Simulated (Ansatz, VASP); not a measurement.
## Cross-check of Co between VASP and Ansatz

Aim: how closely do two programs agree when they are given the same cell, functional and k mesh?

Main program and level: Ansatz 0.2.0; plane waves, with VASP 6.6.1 beside it; relaxation of cell and atoms at PBEsol.

### Step 1. The structure

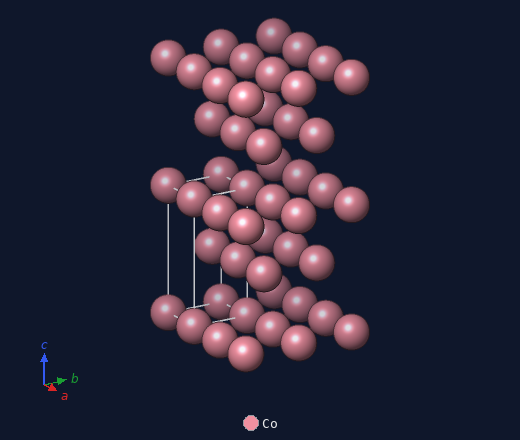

Start, viewed slightly off an axis; cobalt pink. 3×2×2 cells are drawn. Some periodic images of atoms are drawn too.

### Step 2. VASP: relaxation of cell and atoms, PBEsol

The relaxed volume is the usual yardstick between codes: its relative difference is about their pressure difference at one cell divided by the bulk modulus.

Lines of VASP's logs that name or quote its potential files are left out, and so is its time.

File INCAR:

```
SYSTEM = Co
PREC = Accurate
ENCUT = 450
EDIFF = 1E-07
NELM = 120
ISMEAR = 1
SIGMA = 0.15
LREAL = .FALSE.
ALGO = Normal
GGA = PS
NBANDS = 18
ISPIN = 2
MAGMOM = 1.5 1.5
LASPH = .TRUE.
LMAXMIX = 4
LORBIT = 11
LWAVE = .FALSE.
LCHARG = .FALSE.
KPAR = 8
IBRION = 2
NSW = 40
ISIF = 3
EDIFFG = -0.005
POTIM = 0.4
```

File POSCAR:

```
Co
1.0
    2.4545823640      0.0000000000      0.0000000000
   -1.2272911820      2.1257306829      0.0000000000
    0.0000000000      0.0000000000      3.9623436502
Co
2
Direct
    0.0000000000      0.0000000000      0.0000000000
    0.3333333333      0.6666666667      0.5000000000
```

File KPOINTS:

```
Automatic mesh
0
Gamma
20 20 11
0 0 0
```

The projector-augmented-wave data sets are Co (PBE family, release 64).

Run with:

```console
> mpirun -np 8 vasp_std
```

Numbers of over 12 decimals in the logs are rounded to 6 here.

Output:

```text
[banner, memory and clock lines left out]
running    8 mpi-ranks, on    1 nodes
 distrk:  each k-point on    1 cores,    8 groups
 distr:  one band on    1 cores,    1 groups

 POSCAR found type information on POSCAR Co
 POSCAR found :  1 types and       2 ions
|                                                                             |
|           W    W    AA    RRRRR   N    N  II  N    N   GGGG   !!!           |
|           W    W   A  A   R    R  NN   N  II  NN   N  G    G  !!!           |
|           W    W  A    A  R    R  N N  N  II  N N  N  G       !!!           |
|           W WW W  AAAAAA  RRRRR   N  N N  II  N  N N  G  GGG   !            |
|           WW  WW  A    A  R   R   N   NN  II  N   NN  G    G                |
|           W    W  A    A  R    R  N    N  II  N    N   GGGG   !!!           |
|                                                                             |
|     For optimal performance we recommend to set                             |
|       NCORE = 2 up to number-of-cores-per-socket                            |
|     NCORE specifies how many cores store one orbital (NPAR=cpu/NCORE).      |
|     This setting can greatly improve the performance of VASP for DFT.       |
|     The default, NCORE=1 might be grossly inefficient on modern             |
|     multi-core architectures or massively parallel machines. Do your        |
|     Unfortunately you need to use the default for GW and RPA                |
|     calculations (for HF NCORE is supported but not extensively tested      |
|     yet).                                                                   |
|                                                                             |

|                                                                             |
|               ----> ADVICE to this user running VASP <----                  |
|                                                                             |
|     You enforced a specific xc type in the INCAR file but a different       |
|     [... a line on the potential file left out ...]
|     I HOPE YOU KNOW WHAT YOU ARE DOING!                                     |
|                                                                             |

 LDA part: xc-table for (Slater+PW92), standard interpolation
 POSCAR, INCAR and KPOINTS ok, starting setup
 FFT: planning ... GRIDC
 FFT: planning ... GRID_SOFT
 FFT: planning ... GRID
 WAVECAR not read
 entering main loop
       N       E                     dE             d eps       ncg     rms          rms(c)
DAV:   1     0.759819582239E+02    0.75982E+02   -0.68869E+03 20128   0.116E+03
DAV:   2    -0.147426922738E+02   -0.90725E+02   -0.82258E+02 19126   0.219E+02
DAV:   3    -0.179806856415E+02   -0.32380E+01   -0.31394E+01 21110   0.534E+01
DAV:   4    -0.180361491367E+02   -0.55463E-01   -0.55414E-01 24880   0.580E+00
DAV:   5    -0.180372549374E+02   -0.11058E-02   -0.11057E-02 21656   0.712E-01    0.164E+01
DAV:   6    -0.158896732872E+02    0.21476E+01   -0.99416E+00 20188   0.668E+01    0.764E+00
DAV:   7    -0.155100810110E+02    0.37959E+00   -0.14978E+00 22160   0.237E+01    0.396E+00
DAV:   8    -0.154917432263E+02    0.18338E-01   -0.19186E-02 25614   0.139E+00    0.200E+00
DAV:   9    -0.154743910814E+02    0.17352E-01   -0.26300E-03 30410   0.876E-01    0.761E-01
DAV:  10    -0.154750606299E+02   -0.66955E-03   -0.10997E-03 26494   0.531E-01    0.210E-01
DAV:  11    -0.154747716168E+02    0.28901E-03   -0.69606E-05 29186   0.145E-01    0.409E-02
DAV:  12    -0.154747646568E+02    0.69600E-05   -0.88914E-06 22752   0.291E-02    0.176E-02
DAV:  13    -0.154747630299E+02    0.16269E-05   -0.22303E-06 29092   0.201E-02    0.124E-02
DAV:  14    -0.154747634218E+02   -0.39188E-06   -0.43515E-07 25154   0.897E-03    0.260E-03
DAV:  15    -0.154747631725E+02    0.24925E-06   -0.35339E-08 10292   0.324E-03    0.191E-03
DAV:  16    -0.154747632496E+02   -0.77059E-07   -0.96087E-09 10060   0.156E-03
   1 F= -.15474763E+02 E0= -.15475088E+02  d E =-.154748E+02  mag=     3.1532
 curvature:   0.00 expect dE= 0.000E+00 dE for cont linesearch  0.000E+00
 trial: gam= 0.00000 g(F)=  0.410E-48 g(S)=  0.154E-04 ort = 0.000E+00 (trialstep = 0.100E+01)
 search vector abs. value=  0.154E-04
 bond charge predicted
       N       E                     dE             d eps       ncg     rms          rms(c)
DAV:   1    -0.154749430260E+02   -0.17985E-03   -0.16262E-03 20210   0.713E-01    0.108E-01
DAV:   2    -0.154748007914E+02    0.14223E-03   -0.52792E-04 20620   0.487E-01    0.672E-02
DAV:   3    -0.154747707334E+02    0.30058E-04   -0.60141E-05 20412   0.158E-01    0.299E-02
DAV:   4    -0.154747682232E+02    0.25102E-05   -0.11648E-06 22842   0.121E-02    0.106E-02
DAV:   5    -0.154747662704E+02    0.19528E-05   -0.50697E-07 28552   0.885E-03    0.158E-03
DAV:   6    -0.154747661900E+02    0.80393E-07   -0.55120E-08 10440   0.283E-03
   2 F= -.15474766E+02 E0= -.15475090E+02  d E =-.294041E-05  mag=     3.1521
 trial-energy change:   -0.000003  1 .order   -0.000001   -0.000015    0.000012
 step:   0.6272(harm=  0.5521)  dis= 0.00000  next Energy=   -15.474768 (dE=-0.519E-05)
 bond charge predicted
       N       E                     dE             d eps       ncg     rms          rms(c)
DAV:   1    -0.154747937696E+02   -0.27499E-04   -0.22474E-04 20180   0.265E-01    0.405E-02
DAV:   2    -0.154747733065E+02    0.20463E-04   -0.73665E-05 20606   0.182E-01    0.251E-02
DAV:   3    -0.154747692368E+02    0.40697E-05   -0.83981E-06 20380   0.592E-02    0.112E-02
DAV:   4    -0.154747687396E+02    0.49720E-06   -0.15130E-07 17934   0.449E-03    0.402E-03
DAV:   5    -0.154747682318E+02    0.50782E-06   -0.51538E-08 10174   0.356E-03    0.602E-04
DAV:   6    -0.154747682677E+02   -0.35896E-07   -0.33077E-08  9770   0.212E-03
   3 F= -.15474768E+02 E0= -.15475092E+02  d E =-.501807E-05  mag=     3.1525
 curvature:  -0.27 expect dE=-0.298E-06 dE for cont linesearch -0.160E-06
 trial: gam= 0.00000 g(F)=  0.299E-48 g(S)=  0.111E-05 ort =-0.302E-05 (trialstep = 0.925E+00)
 search vector abs. value=  0.111E-05
 reached required accuracy - stopping structural energy minimisation
```

From OUTCAR (step 2):

```text
ion  position               nearest neighbor table
   1  0.000  0.000  0.000-   2 2.44   2 2.44   2 2.44   2 2.44   2 2.44   2 2.44
   2  0.333  0.667  0.500-   1 2.44   1 2.44   1 2.44   1 2.44   1 2.44   1 2.44

  LATTYP: Found a hexagonal cell.
 ALAT       =     2.4545823640
 C/A-ratio  =     1.6142638798

 Subroutine GETGRP returns: Found 24 space group operations
 (whereof 12 operations were pure point group operations)

The static configuration has the point symmetry D_3h.
 The point group associated with its full space group is D_6h.

 Found    264 irreducible k-points:

   k-points           NKPTS =    264   k-points in BZ     NKDIM =    264   number of bands    NBANDS=     18

   dimension x,y,z NGX =    18 NGY =   18 NGZ =   28
   dimension x,y,z NGXF=    36 NGYF=   36 NGZF=   56

   ENCUT  =  450.0 eV  33.07 Ry    5.75 a.u.   4.25  4.25  6.85*2*pi/ulx,y,z

   NELECT =      18.0000    total number of electrons

 k-points in reciprocal lattice and weights: Automatic mesh
   0.00000000  0.00000000  0.00000000       0.000
   0.05000000  0.00000000  0.00000000       0.001
   0.10000000  0.00000000  0.00000000       0.001
   0.15000000  0.00000000  0.00000000       0.001
   0.20000000  0.00000000  0.00000000       0.001
   0.25000000 -0.00000000  0.00000000       0.001
   0.30000000  0.00000000  0.00000000       0.001
   0.35000000  0.00000000  0.00000000       0.001
   0.40000000  0.00000000  0.00000000       0.001
[...]
0.30000000  0.30000000  0.45454545       0.003
   0.35000000  0.30000000  0.45454545       0.003

 average (electrostatic) potential at core
       1 -77.4989       2 -77.4989

 E-fermi :  10.7634

 spin component 1
 k-point     1 :       0.0000    0.0000    0.0000
  band No.  band energies     occupation
    ...
      8       8.8539      1.00000
      9       8.8539      1.00000
     10      10.0556      1.00000
     11      10.0556      1.00000
     12      10.6377      0.99917
     13      17.5885      0.00000
     14      33.0874      0.00000
     15      36.1153      0.00000
     16      36.1153      0.00000
     17      36.3497      0.00000
    ...

 k-point     2 :       0.0500    0.0000    0.0000
  band No.  band energies     occupation
    ...
      7       8.5218      1.00000
      8       8.8060      1.00000
      9       8.8250      1.00000
     10       9.5501      1.00000
     11      10.0684      1.00000
     12      11.2502     -0.00002
     13      17.6017      0.00000
     14      32.5195      0.00000
     15      34.4925      0.00000
     16      34.9471      0.00000
    ...

 k-point     3 :       0.1000    0.0000    0.0000
  band No.  band energies     occupation
    ...
      7       8.5696      1.00000
      8       8.6371      1.00000
      9       8.7450      1.00000
     10       9.0548      1.00000
     11      10.1017      1.00000
     12      12.1613     -0.00000
     13      17.6441      0.00000
     14      30.6739      0.00000
     15      33.3922      0.00000
     16      33.5460      0.00000
    ...

 k-point     4 :       0.1500    0.0000    0.0000
  band No.  band energies     occupation
    ...
      7       8.5967      1.00000
      8       8.6293      1.00000
      9       8.8200      1.00000
     10       8.8498      1.00000
     11      10.1451      1.00000
     12      13.1635     -0.00000
     13      17.7239      0.00000
     14      28.3644      0.00000
     15      31.9042      0.00000
     16      32.9874      0.00000
    ...

 k-point     5 :       0.2000    0.0000    0.0000
  band No.  band energies     occupation
    ...
      7       8.7164      1.00000
      8       8.7944      1.00000
      9       8.8253      1.00000
     10       9.0572      1.00000
     11      10.1888      1.00000
     12      14.2390      0.00000
     13      17.8502      0.00000
     14      26.0404      0.00000
     15      30.5243      0.00000
     16      32.4162      0.00000
    ...

 k-point     6 :       0.2500   -0.0000    0.0000
  band No.  band energies     occupation
    ...
      7       8.5911      1.00000
      8       9.1087      1.00000
      9       9.1261      1.00000
     10       9.3302      1.00000
     11      10.2271      1.00000
     12      15.3795      0.00000
     13      18.0186      0.00000
     14      23.8285      0.00000
     15      29.2761      0.00000
     16      31.3410      0.00000
    ...

  Total        0.0053127      0.0053127      0.0010100      0.0000000     -0.0000000      0.0000000
  in kB        0.4119420      0.4119420      0.0783152      0.0000000     -0.0000000      0.0000000
  external PRESSURE =       0.3007331 kB  Pullay stress =       0.0000000 kB

  energy-cutoff  :      450.00
  volume of cell :       20.66
      direct lattice vectors                 reciprocal lattice vectors
     2.454205750 -0.000000000  0.000000000     0.407463800  0.235249334  0.000000000
    -1.227102875  2.125404526  0.000000000     0.000000000  0.470498669  0.000000000
     0.000000000 -0.000000000  3.961298465     0.000000000  0.000000000  0.252442478

 POSITION                                       TOTAL-FORCE (eV/Angst)
 -----------------------------------------------------------------------------------
     -0.00000      0.00000      0.00000        -0.000000      0.000000      0.000000
     -0.00000      1.41694      1.98065         0.000000     -0.000000      0.000000
 -----------------------------------------------------------------------------------
    total drift:                               -0.000000      0.000000     -0.000000

  FREE ENERGIE OF THE ION-ELECTRON SYSTEM (eV)
  ---------------------------------------------------
  free  energy   TOTEN  =       -15.4747682677 eV

  energy  without entropy=      -15.4757408904  energy(sigma->0) =      -15.47509248

 reached required accuracy - stopping structural energy minimisation

 total charge
# of ion       s       p       d       tot
------------------------------------------
    1        0.510   0.569   7.292   8.371
    2        0.510   0.569   7.292   8.371
--------------------------------------------------
tot          1.021   1.138  14.584  16.742

 magnetization (x)
# of ion       s       p       d       tot
------------------------------------------
    1       -0.015  -0.052   1.649   1.582
    2       -0.015  -0.052   1.649   1.582
--------------------------------------------------
tot         -0.030  -0.104   3.299   3.165

[... 6 further parts left out ...]
```

(Continued in part 2 of 2.)

[Lines on the potential files, build, host, timing and source positions are cut from VASP's logs without a mark.]

[Logs are printed without paths, hosts, clocks, repeated set-up lines and the standing remarks that a program may print on its own settings, such as how far it seeks lower states.]

[Hosts, paths, dates, database ids (printed as entryN), source tags and the programs' standing remarks are cut or masked in the printed files.]
